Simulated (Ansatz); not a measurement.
# BNH2+ (doublet): geometry and frequencies at several levels, part 2 of 2

The task, for BNH2+ (doublet): geometry and frequencies at several levels. Charge +1. Spin multiplicity 2.

Ansatz 0.2.0, Gaussian bases. Earlier steps stand in the parts before.

## Step 9: Relaxation, PBE-D4/def2-SVP

input.yaml

```yaml
crystal:
  periodic: [false, false, false]
  atoms:
    - { symbol: B, position_ang: [0.71283935, 0.06625647, -0.16840345] }
    - { symbol: "N", position_ang: [-0.60108732, 0.0310596, -0.04170202] }
    - { symbol: H, position_ang: [1.90212408, 0.09414244, -0.27902741] }
    - { symbol: H, position_ang: [-1.62822611, 0.01184149, 0.05515288] }
magnetization:
  spin_polarized: true
  initial_magnetization: 1
total_charge: 1
basis:
  gaussian: { orbitals: def2-SVP }
hamiltonian:
  xc: pbe
  dispersion: d4
relax:
  f_tol: 0.002
  max_steps: 150
```

Run with:

```console
$ ansatz run input.yaml --threads 1 --pin off --max-ram 2560MiB --backend cpu --events-out ev --progress --plain --runs-dir out
```

Standard output, cut to the lines that bear on the results:

```text
Warning: RAYON_NUM_THREADS=1 ignored (pool sized by the plan → 1); use --threads N
[...]
Functional definition: PBE
[...]
442 factors; their error is unknown
[...]
mean field -2182.87310366 eV, -80.2191069549 hartree, gradient 2.5e-10 eV, S^2 0.753135; 3 other end points of the search recorded, 0 dependent functions left out
[...]
reference -2182.87313010 eV, -80.2191079267 hartree; 7, 6 occupied and 31, 32 virtual orbitals, 442 factors
relax step   1: F+E_penalty+E_count = -2182.89398353 eV  Δ(F+E_penalty+E_count) = +0.000e0 eV  max|allowed force component| = 9.826e-3 eV/Å  Δτ_max = 0.0000 Å  (508 SCF iters, accepted)
[...]
relax step   3: F+E_penalty+E_count = -2182.89400274 eV  Δ(F+E_penalty+E_count) = -1.350e-5 eV  max|allowed force component| = 4.293e-3 eV/Å  Δτ_max = 0.0016 Å  (254 SCF iters, accepted)
[...]
relax step   4: F+E_penalty+E_count = -2182.89401022 eV  Δ(F+E_penalty+E_count) = -7.475e-6 eV  max|allowed force component| = 1.021e-3 eV/Å  Δτ_max = 0.0022 Å  (161 SCF iters, accepted)
442 factors; their error is unknown
[...]
mean field -2182.87313028 eV, -80.2191079333 hartree, gradient 6.4e-10 eV, S^2 0.753135; 4 other end points of the search recorded, 0 dependent functions left out
[...]
reference -2182.87315652 eV, -80.2191088975 hartree; 7, 6 occupied and 31, 32 virtual orbitals, 442 factors
Total energy: -2182.89403645 eV, -80.2198762209 hartree
Atom 0 at     0.712988     0.065512    -0.166830 Å, force     0.001021    -0.000271    -0.000808 eV/Å
Atom 1 at    -0.601134     0.034156    -0.042282 Å, force    -0.000610     0.000236     0.000295 eV/Å
Atom 2 at     1.902028     0.093730    -0.279889 Å, force     0.000540     0.000135     0.000351 eV/Å
Atom 3 at    -1.628232     0.009902     0.055020 Å, force    -0.000952    -0.000101     0.000161 eV/Å
Dipole moment:     0.018865     0.000536    -0.001745 e Å
```

Run time: 1.9 min. Hardware: 1 thread of Intel Xeon at 2.50GHz (Skylake/Cascade Lake), shared host; peak memory 0.12 GiB.

Relaxation path:

| step | E - E(step 1) (eV) | largest force component (eV/Å) |
| --- | --- | --- |
| 1 | 0.0000 | 0.0098 |
| 2 | 0.0000 | 0.0072 |
| 3 | 0.0000 | 0.0043 |
| 4 | 0.0000 | 0.0010 |

Step 1 is the start.

Before: Bond lengths: B1–N2 1.320 Å, B1–H3 1.195 Å, N2–H4 1.032 Å. Angles: B1–N2–H4 179.5°, N2–B1–H3 179.7°.

After: Bond lengths: B1–N2 1.320 Å, B1–H3 1.195 Å, N2–H4 1.032 Å. Angles: B1–N2–H4 180.0°, N2–B1–H3 180.0°.

## Step 10: Frequencies, PBE-D4/def2-SVP

input.yaml

```yaml
crystal:
  periodic: [false, false, false]
  atoms:
    - { symbol: B, position_ang: [0.71298806, 0.06551195, -0.16683023] }
    - { symbol: "N", position_ang: [-0.60113398, 0.03415597, -0.04228151] }
    - { symbol: H, position_ang: [1.90202796, 0.09373036, -0.27988853] }
    - { symbol: H, position_ang: [-1.62823204, 0.00990173, 0.05502027] }
magnetization:
  spin_polarized: true
  initial_magnetization: 1
total_charge: 1
basis:
  gaussian: { orbitals: def2-SVP }
hamiltonian:
  xc: pbe
  dispersion: d4
phonons: {}
```

Run with:

```console
$ ansatz run input.yaml --threads 1 --pin off --max-ram 2560MiB --backend cpu --events-out ev --progress --plain --runs-dir out
```

Standard output, cut to the lines that bear on the results:

```text
Warning: RAYON_NUM_THREADS=1 ignored (pool sized by the plan → 1); use --threads N
[...]
Functional definition: PBE
[...]
442 factors; their error is unknown
[...]
mean field -2182.87313023 eV, -80.2191079315 hartree, gradient 9.0e-11 eV, S^2 0.753135; 3 other end points of the search recorded, 0 dependent functions left out
[...]
reference -2182.87315647 eV, -80.2191088956 hartree; 7, 6 occupied and 31, 32 virtual orbitals, 442 factors
[...]
442 factors; their error is unknown
[...]
mean field -2182.87311508 eV, -80.2191073747 hartree, gradient 3.4e-6 eV, S^2 0.753135; 0 other end points of the search recorded, 0 dependent functions left out
[...]
reference -2182.87314130 eV, -80.2191083383 hartree; 7, 6 occupied and 31, 32 virtual orbitals, 442 factors
[...]
442 factors; their error is unknown
[...]
reference -2182.87302123 eV, -80.2191039258 hartree; 7, 6 occupied and 31, 32 virtual orbitals, 442 factors
[...]
442 factors; their error is unknown
mean field -2182.87300450 eV, -80.2191033111 hartree, gradient 8.6e-7 eV, S^2 0.753141; 0 other end points of the search recorded, 0 dependent functions left out
[...]
reference -2182.87303075 eV, -80.2191042754 hartree; 7, 6 occupied and 31, 32 virtual orbitals, 442 factors
Total energy: -2182.89403640 eV, -80.2198762190 hartree
Atom 0 at     0.712988     0.065512    -0.166830 Å, force     0.001009    -0.000504    -0.000993 eV/Å
Atom 1 at    -0.601134     0.034156    -0.042282 Å, force    -0.000612     0.000696     0.000387 eV/Å
Atom 2 at     1.902028     0.093730    -0.279889 Å, force     0.000549     0.000157     0.000448 eV/Å
Atom 3 at    -1.628232     0.009902     0.055020 Å, force    -0.000946    -0.000348     0.000159 eV/Å
Dipole moment:     0.018861     0.000538    -0.001785 e Å
Vibrations: 381.29 583.67 675.92 693.47 1561.08 2791.47 3494.50 cm⁻¹, zero-point energy 0.631167 eV
```

Wall time 2.1 min (1 thread of Intel Xeon at 2.50GHz (Skylake/Cascade Lake), shared host); peak memory 0.1 GiB.

Harmonic frequencies (cm⁻¹; negative: imaginary): 381, 584, 676, 693, 1561, 2791, 3495.

## Step 11: Relaxation, PBE0-D4/def2-TZVPP

input.yaml

```yaml
crystal:
  periodic: [false, false, false]
  atoms:
    - { symbol: B, position_ang: [0.71283935, 0.06625647, -0.16840345] }
    - { symbol: "N", position_ang: [-0.60108732, 0.0310596, -0.04170202] }
    - { symbol: H, position_ang: [1.90212408, 0.09414244, -0.27902741] }
    - { symbol: H, position_ang: [-1.62822611, 0.01184149, 0.05515288] }
magnetization:
  spin_polarized: true
  initial_magnetization: 1
total_charge: 1
basis:
  gaussian: { orbitals: def2-TZVPP }
hamiltonian:
  xc: pbe0
  dispersion: d4
relax:
  f_tol: 0.002
  max_steps: 150
```

Run with:

```console
$ ansatz run input.yaml --threads 1 --pin off --max-ram 2560MiB --backend cpu --events-out ev --progress --plain --runs-dir out
```

Standard output, cut to the lines that bear on the results:

```text
Warning: RAYON_NUM_THREADS=1 ignored (pool sized by the plan → 1); use --threads N
[...]
Functional definition: PBE0
[...]
442 factors; their error is unknown
[...]
mean field -2185.61395384 eV, -80.3198313413 hartree, gradient 3.2e-10 eV, S^2 0.754389; 2 other end points of the search recorded, 0 dependent functions left out
[...]
reference -2185.61397427 eV, -80.3198320920 hartree; 7, 6 occupied and 83, 84 virtual orbitals, 442 factors
relax step   1: F+E_penalty+E_count = -2185.63098582 eV  Δ(F+E_penalty+E_count) = +0.000e0 eV  max|allowed force component| = 7.128e-1 eV/Å  Δτ_max = 0.0000 Å  (390 SCF iters, accepted)
[...]
relax step   4: F+E_penalty+E_count = -2185.65151650 eV  Δ(F+E_penalty+E_count) = -2.532e-6 eV  max|allowed force component| = 3.478e-3 eV/Å  Δτ_max = 0.0002 Å  (152 SCF iters, accepted)
[...]
relax step   5: F+E_penalty+E_count = -2185.65152528 eV  Δ(F+E_penalty+E_count) = -8.779e-6 eV  max|allowed force component| = 4.460e-4 eV/Å  Δτ_max = 0.0028 Å  (216 SCF iters, accepted)
442 factors; their error is unknown
[...]
mean field -2185.63446381 eV, -80.3205850689 hartree, gradient 3.5e-9 eV, S^2 0.754152; 3 other end points of the search recorded, 0 dependent functions left out
[...]
reference -2185.63448392 eV, -80.3205858078 hartree; 7, 6 occupied and 83, 84 virtual orbitals, 442 factors
Total energy: -2185.65154538 eV, -80.3212128050 hartree
Atom 0 at     0.706245     0.065286    -0.166360 Å, force     0.000096     0.000059     0.000334 eV/Å
Atom 1 at    -0.592001     0.034128    -0.043108 Å, force    -0.000086     0.000251    -0.000446 eV/Å
Atom 2 at     1.873355     0.093168    -0.277077 Å, force     0.000023    -0.000111    -0.000098 eV/Å
Atom 3 at    -1.601949     0.010717     0.052565 Å, force    -0.000033    -0.000199     0.000210 eV/Å
Dipole moment:     0.057698     0.001664    -0.005539 e Å
```

Wall time 4.1 min (1 thread of Intel Xeon at 2.50GHz (Skylake/Cascade Lake), shared host); peak memory 0.16 GiB.

The steps of the relaxation:

```
step  E - E(step 1) (eV)  largest force component (eV/Å)
   1              0.0000                          0.7128
   2             -0.0194                          0.1878
   3             -0.0205                          0.0076
   4             -0.0205                          0.0035
   5             -0.0205                          0.0004
```

Step 1 is the start.

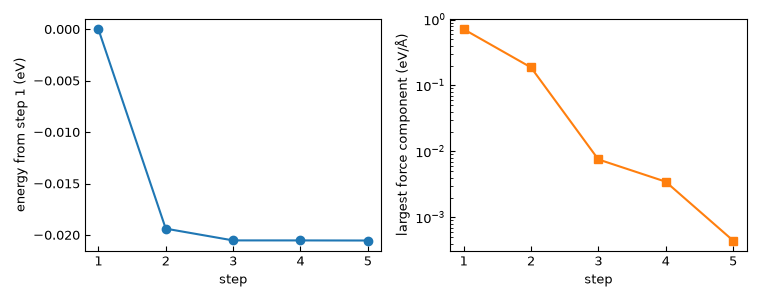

Energy and largest force along the relaxation.

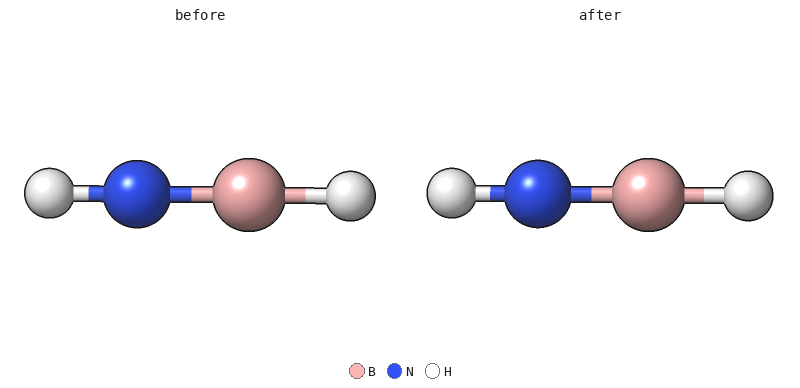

The structure before (left) and after (right) the relaxation, drawn at the same scale. The change is too small to see at this scale.

Before: Bond lengths: B1–N2 1.320 Å, B1–H3 1.195 Å, N2–H4 1.032 Å. Angles: B1–N2–H4 179.5°, N2–B1–H3 179.7°.

After: Bond lengths: B1–N2 1.304 Å, B1–H3 1.173 Å, N2–H4 1.015 Å. Angles: B1–N2–H4 180.0°, N2–B1–H3 180.0°.

## Step 12: Relaxation, MP2/def2-TZVPP

input.yaml

```yaml
crystal:
  periodic: [false, false, false]
  atoms:
    - { symbol: B, position_ang: [0.70624484, 0.06528632, -0.16635988] }
    - { symbol: "N", position_ang: [-0.59200052, 0.03412793, -0.04310761] }
    - { symbol: H, position_ang: [1.87335478, 0.09316836, -0.2770775] }
    - { symbol: H, position_ang: [-1.6019491, 0.01071738, 0.05256498] }
magnetization:
  spin_polarized: true
  initial_magnetization: 1
total_charge: 1
basis:
  gaussian: { orbitals: def2-TZVPP }
correlation:
  method: mp2
scf:
  omitted_lower_state_checks: [cluster_reference]
relax:
  f_tol: 0.002
  max_steps: 40
```

Run with:

```console
$ ansatz run input.yaml --threads 1 --pin off --max-ram 2560MiB --backend cpu --events-out ev --progress --plain --runs-dir out
```

Standard output, cut to the lines that bear on the results:

```text
Warning: RAYON_NUM_THREADS=1 ignored (pool sized by the plan → 1); use --threads N
[...]
Functional definition: HF
[...]
607 factors; integrals over basis functions are off by at most 3.5e-4 eV
[...]
mean field -2176.42170009 eV, -79.9820222466 hartree, gradient 1.3e-10 eV, S^2 0.762976; 4 other end points of the search recorded, 0 dependent functions left out
2 core orbitals not correlated: weight in the atoms' cores, before any rotation towards them, 1.000 or more for the frozen orbitals, at most 0.000 for the correlated occupied ones
reference -2176.42170009 eV, -79.9820222466 hartree; 5, 4 occupied and 83, 84 virtual orbitals, 607 factors
second order -6.32852604 eV of doubles, -0.00000000 eV of singles
[...]
relax step   1: F+E_penalty+E_count = -2182.75022613 eV  Δ(F+E_penalty+E_count) = +0.000e0 eV  max|allowed force component| = 4.073e-1 eV/Å  Δτ_max = 0.0000 Å  (509 SCF iters, accepted)
[...]
mean field -2176.42214074 eV, -79.9820384403 hartree, gradient 7.9e-9 eV, S^2 0.763134; 5 other end points of the search recorded, 0 dependent functions left out
2 core orbitals not correlated: weight in the atoms' cores, before any rotation towards them, 1.000 or more for the frozen orbitals, at most 0.000 for the correlated occupied ones
reference -2176.42214074 eV, -79.9820384403 hartree; 5, 4 occupied and 83, 84 virtual orbitals, 607 factors
second order -6.32921900 eV of doubles, -0.00000000 eV of singles
[...]
Total energy: -2182.75135974 eV, -80.2146329483 hartree
Atom 0 at     0.708855     0.065373    -0.166605 Å, force    -0.000431    -0.000059     0.000119 eV/Å
Atom 1 at    -0.592742     0.034133    -0.043043 Å, force     0.000066     0.000269    -0.000089 eV/Å
Atom 2 at     1.869555     0.093055    -0.276717 Å, force     0.000175    -0.000041    -0.000045 eV/Å
Atom 3 at    -1.600018     0.010739     0.052385 Å, force     0.000190    -0.000169     0.000015 eV/Å
Dipole moment:     0.063286     0.001789    -0.006081 e Å
Checks for a lower state left out: cluster_reference
```

Run time: 67 s. Hardware: 1 thread of Intel Xeon at 2.50GHz (Skylake/Cascade Lake), shared host; peak memory 0.19 GiB.

Relaxation path:

```
step  energy from step 1 (eV)  largest force component (eV/Å)
   1                   0.0000                          0.4073
   2                  -0.0011                          0.0742
   3                  -0.0011                          0.0004
```

Step 1 is the start.

Before: Bond lengths: B1–N2 1.304 Å, B1–H3 1.173 Å, N2–H4 1.015 Å. Angles: B1–N2–H4 180.0°, N2–B1–H3 180.0°.

After: Bond lengths: B1–N2 1.308 Å, B1–H3 1.166 Å, N2–H4 1.012 Å. Angles: B1–N2–H4 180.0°, N2–B1–H3 180.0°.

## Step 13: Frequencies, MP2/def2-TZVPP

input.yaml

```yaml
crystal:
  periodic: [false, false, false]
  atoms:
    - { symbol: B, position_ang: [0.70885463, 0.06537263, -0.16660512] }
    - { symbol: "N", position_ang: [-0.59274179, 0.0341331, -0.04304266] }
    - { symbol: H, position_ang: [1.86955475, 0.09305549, -0.27671704] }
    - { symbol: H, position_ang: [-1.60001759, 0.01073877, 0.05238481] }
magnetization:
  spin_polarized: true
  initial_magnetization: 1
total_charge: 1
basis:
  gaussian: { orbitals: def2-TZVPP }
correlation:
  method: mp2
scf:
  omitted_lower_state_checks: [cluster_reference]
phonons: {}
```

Run with:

```console
$ ansatz run input.yaml --threads 1 --pin off --max-ram 2560MiB --backend cpu --events-out ev --progress --plain --runs-dir out
```

Standard output, cut to the lines that bear on the results:

```text
Warning: RAYON_NUM_THREADS=1 ignored (pool sized by the plan → 1); use --threads N
[...]
Functional definition: HF
[...]
607 factors; integrals over basis functions are off by at most 3.5e-4 eV
[...]
mean field -2176.42214074 eV, -79.9820384402 hartree, gradient 1.3e-10 eV, S^2 0.763134; 4 other end points of the search recorded, 0 dependent functions left out
2 core orbitals not correlated: weight in the atoms' cores, before any rotation towards them, 1.000 or more for the frozen orbitals, at most 0.000 for the correlated occupied ones
reference -2176.42214074 eV, -79.9820384402 hartree; 5, 4 occupied and 83, 84 virtual orbitals, 607 factors
second order -6.32921900 eV of doubles, -0.00000000 eV of singles
[...]
607 factors; integrals over basis functions are off by at most 3.5e-4 eV
[...]
2 core orbitals not correlated: weight in the atoms' cores, before any rotation towards them, 1.000 or more for the frozen orbitals, at most 0.000 for the correlated occupied ones
reference -2176.42227065 eV, -79.9820432143 hartree; 5, 4 occupied and 83, 84 virtual orbitals, 607 factors
second order -6.32908687 eV of doubles, -0.00000000 eV of singles
[...]
Total energy: -2182.75135974 eV, -80.2146329483 hartree
Atom 0 at     0.708855     0.065373    -0.166605 Å, force    -0.000431    -0.000059     0.000119 eV/Å
Atom 1 at    -0.592742     0.034133    -0.043043 Å, force     0.000066     0.000269    -0.000089 eV/Å
Atom 2 at     1.869555     0.093055    -0.276717 Å, force     0.000175    -0.000041    -0.000045 eV/Å
Atom 3 at    -1.600018     0.010739     0.052385 Å, force     0.000190    -0.000169     0.000015 eV/Å
Dipole moment:     0.063286     0.001789    -0.006081 e Å
Vibrations: 265.40 280.71 705.16 719.63 1610.04 2931.44 3636.50 cm⁻¹, zero-point energy 0.629150 eV
Checks for a lower state left out: cluster_reference
```

Wall time 6.3 min (1 thread of Intel Xeon at 2.50GHz (Skylake/Cascade Lake), shared host); peak memory 0.19 GiB.

Harmonic frequencies (cm⁻¹; negative: imaginary): 265, 281, 705, 720, 1610, 2931, 3636.

## Step 14: The levels compared

| level | B1–N2 (Å) | rotational constants (MHz) | highest frequency (cm⁻¹) | CPU time |
| --- | --- | --- | --- | --- |
| HF/STO-3G | 1.3068 | 30086 | 3918 | 11 s |
| HF/6-31G* | 1.2985 | 30652 | 3842 | 17 s |
| LDA/def2-SVP | 1.3144 | 29627 | 3456 | 49 s |
| PBE-D4/def2-SVP | 1.3204 | 29496 | 3495 | 1.7 min |
| PBE0-D4/def2-TZVPP | 1.3045 | 30302 | - | 3.9 min |
| MP2/def2-TZVPP | 1.3078 | 30242 | 3636 | 66 s |

Constants are for the commonest isotopes at the equilibrium geometry; times are CPU times of the relaxations.

## Step 15: Summary of results

What follows sums up all 2 parts.

| quantity | value |
| --- | --- |
| B1–N2 at MP2/def2-TZVPP | 1.308 Å |
| frequencies at MP2/def2-TZVPP | 265 to 3636 cm⁻¹ |

**Reading.** The B–N distance spreads over 0.022 Å, from HF/6-31G* (shortest) to PBE-D4/def2-SVP. No mode is imaginary, so the geometry is a minimum.
